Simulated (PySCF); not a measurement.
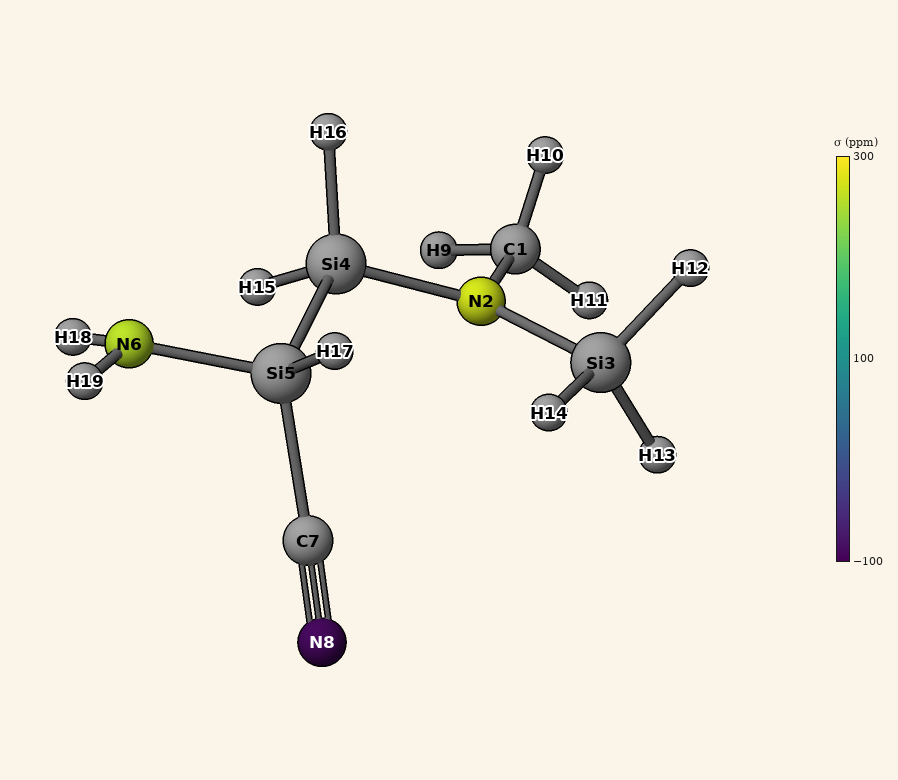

Atoms are coloured by their isotropic NMR shieldings (N only, the others grey). The computed structure is the end point of a GFN2-xTB optimisation. No frequency run is at hand to confirm it as a minimum. Level of theory: GIAO PBE0/pcSseg-1 NMR shielding, non-relativistic, gas phase (PySCF 2.14.0).

Give the isotropic NMR shieldings of the N atoms atom by atom.

```tsv
atom	σ (ppm)
N2	271.8
N6	256.4
N8	−89.4
```

The geometry is semi-empirical. Around Si such bond lengths and angles can be off by a tenth of an ångström or more and by several degrees, and values that hang on the shape move with them.
